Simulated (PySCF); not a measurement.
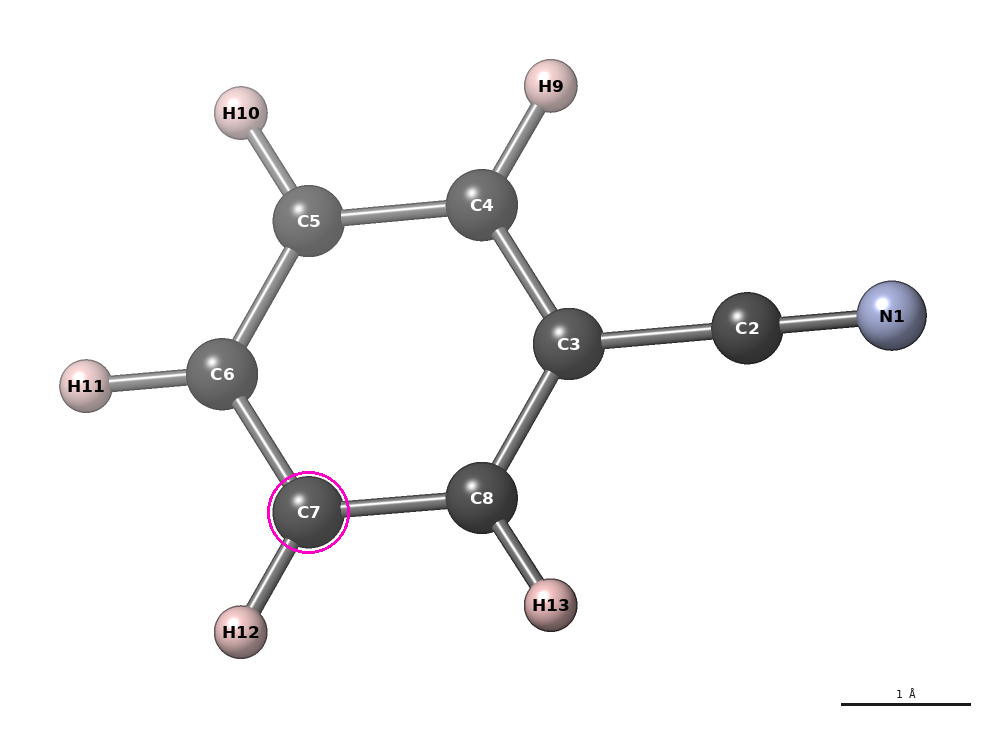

Orthographic view. Distant atoms are faded towards the background colour. The geometry was computed by an optimisation with PBE0-D3(BJ)/def2-SVP. No frequency run is at hand to confirm it as a minimum.

Q: Name the neighbours of the circled atom.

A: The circled atom is C7; it is bonded to C6, C8, H12.

Q: Which two atoms are farthest apart in space?

A: N1 and H11, 6.47 Å.

Q: Which atom is farthest from the viewer?

A: H10, 1.1 Å behind the mean position.

Q: What is the shortest path along bonds from the circled atom to C2?

A: C7–C8–C3–C2, 3 bonds; through space the two are 3.73 Å apart.
